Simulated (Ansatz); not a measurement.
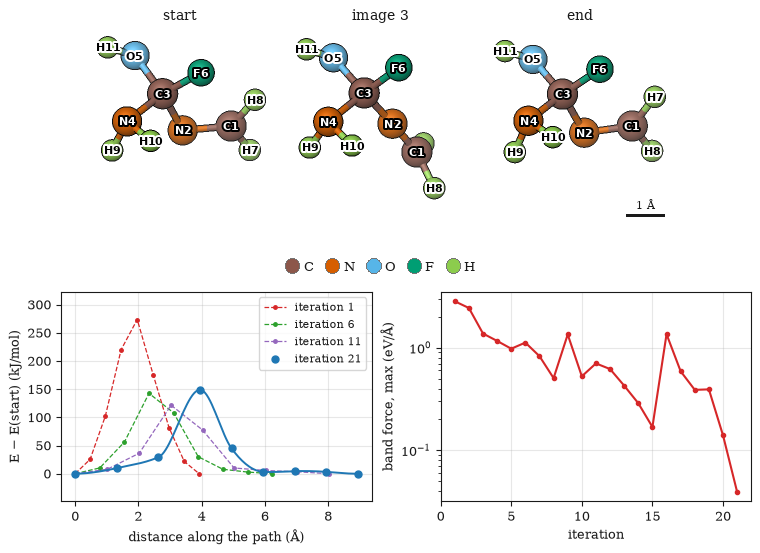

A search for the minimum-energy path of C2H5FN2O by the nudged elastic band. Images are numbered from 0 (start) to 8 (end). The plot follows the band through its iterations. A ball-and-stick model, seen at a tilt.

Method: RKS B3LYP/STO-3G (Ansatz 0.2.0).

Input file:
```yaml
crystal:
  periodic: [false, false, false]
  atoms:
    - { symbol: C, position_ang: [0.061863, -1.849783, -0.541572] }
    - { symbol: "N", position_ang: [-0.655858, -0.89638, -0.000542] }
    - { symbol: C, position_ang: [0.043303, 0.503213, -0.135107] }
    - { symbol: "N", position_ang: [-0.010878, 1.246851, 1.199175] }
    - { symbol: O, position_ang: [-0.741085, 1.227232, -1.118613] }
    - { symbol: F, position_ang: [1.385307, 0.401573, -0.526456] }
    - { symbol: H, position_ang: [-0.319857, -2.885212, -0.507601] }
    - { symbol: H, position_ang: [1.043109, -1.687002, -1.031341] }
    - { symbol: H, position_ang: [-0.879363, 0.859149, 1.670797] }
    - { symbol: H, position_ang: [0.77996, 0.83628, 1.777538] }
    - { symbol: H, position_ang: [-0.641099, 2.18708, -0.765579] }
basis:
  gaussian: { orbitals: STO-3G }
hamiltonian:
  xc: b3lyp
neb:
  order_check: false
  images: 7
  f_tol: 0.05
  max_iterations: 57
  initial_path: idpp
  final_atoms:
    - { symbol: C, position_ang: [0.06087981, -1.85061682, -0.54429982] }
    - { symbol: "N", position_ang: [-0.65193534, -0.89924157, 0.00703692] }
    - { symbol: C, position_ang: [0.04610746, 0.50155356, -0.13216308] }
    - { symbol: "N", position_ang: [-0.01050045, 1.25105282, 1.19770585] }
    - { symbol: O, position_ang: [-0.73750499, 1.22221095, -1.11930193] }
    - { symbol: F, position_ang: [1.38832318, 0.39855669, -0.52309708] }
    - { symbol: H, position_ang: [1.03842749, -1.68642779, -1.04280552] }
    - { symbol: H, position_ang: [-0.31995769, -2.88658704, -0.51022196] }
    - { symbol: H, position_ang: [-0.87967097, 0.86641666, 1.66981191] }
    - { symbol: H, position_ang: [0.77934721, 0.84462043, 1.77977986] }
    - { symbol: H, position_ang: [-0.64811371, 2.18146312, -0.76174614] }
```

Run as
```bash
ansatz run input.yaml --threads 1 --pin off --max-ram 2048MiB --backend cpu --events-out ev --progress --plain --runs-dir out
```

### Did the band converge, and can the barrier be trusted?

The run is converged, with reservations. The band converged in 21 iterations. The largest component of the band force went from 2.8 to 0.039 eV/Å. The climbing image converged on the top of the path. Its vibrational analysis gives 2 imaginary modes over 30i cm⁻¹, so it isn't confirmed as a transition state. The first iteration put the highest image at 273.6 kJ/mol. The barrier is about 149.0 kJ/mol in both directions, with image 3 at the top; the ends have the same energy.

Limits of the set-up: STO-3G is a minimal basis, so the numbers are rough.

The run took 8.4 min on 1 thread of AMD EPYC 7R43 64-Core Processor (Zen 3) (shared host), peak memory 0.12 GiB.
